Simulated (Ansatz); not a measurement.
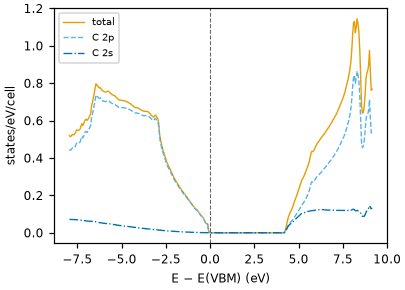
*Total and projected density of states of C (diamond, Fd-3m), plane-wave PAW LDA (Ansatz code)*

Task: Which orbitals carry the states next to the gap?

Result: Top 1 eV of the valence band: C 2p 98 %. Bottom 1 eV of the conduction band: C 2p 51 %, C 2s 40 %, outside the projected shells 9 %. Projections are on Löwdin-orthogonalised atomic valence shells; empty p or d shells of many metals are not among them.

Task: Where is the tallest occupied peak in this window, and what makes it?

Result: Near -6.4 eV, about 0.80 states/eV per cell; the largest projected share is C 2p.

The cell was relaxed with LDA under the symmetry of its start.

Potentials: the later of the program's two PAW sets.
